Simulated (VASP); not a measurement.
Band structure of Si (relaxed from the layer:graphite structure). Calculation: r2SCAN meta-GGA, VASP's PBE PAW potentials (set 64) (plane waves; VASP).

The cell holds a wide vacuum, so values per volume refer to the whole cell.

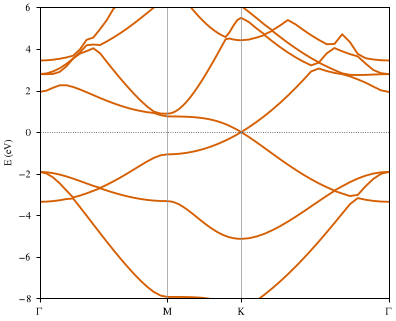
Fig. 1. Bands along high-symmetry lines, zero at the valence-band maximum or, without a gap, the Fermi level

Q: Read the plot: is there a gap, and where are the band edges?

A: It has no gap at this level: it comes out as a metal or semimetal.

The cell is a sheet with vacuum, built from a generated structure.
